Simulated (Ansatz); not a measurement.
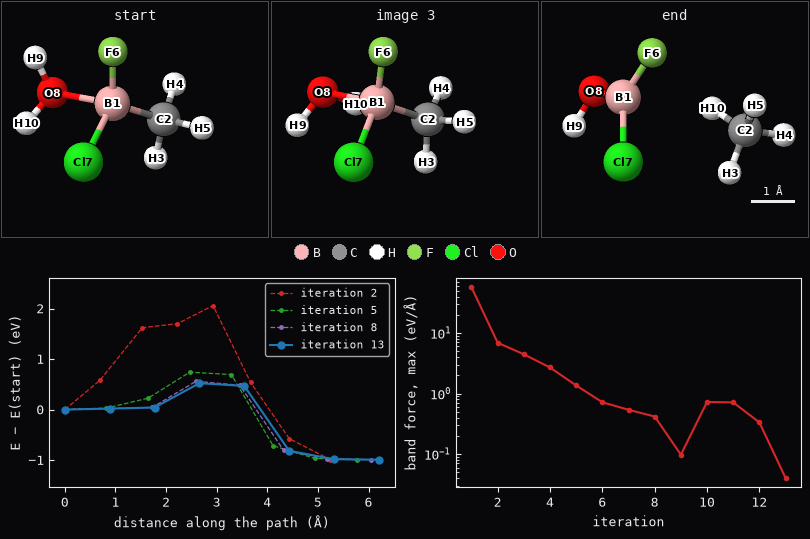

A search for the minimum-energy path of CH5BClFO by the nudged elastic band. Images are numbered from 0 (start) to 7 (end). The plot follows the band through its iterations. Style: ball-and-stick. Shown from a free direction.

Computed with RKS PBE-D4/def2-mTZVP (Ansatz). Settings: 6 movable images; no climbing image; force threshold 0.05 eV/Å; iteration limit 60; starting path through a guess of the saddle point.

### Did the band converge, and can the barrier be trusted?

The run is converged, with reservations. The band converged in 13 iterations. The largest component of the band force went from 57 to 0.04 eV/Å. No image climbed, so the highest image needn't lie on the saddle point, and the true maximum along this path can be higher. The first iteration put the highest image at 9.55 eV. Forward barrier 0.52 eV, backward barrier 1.51 eV, with image 3 at the top; the reaction energy is −0.99 eV.
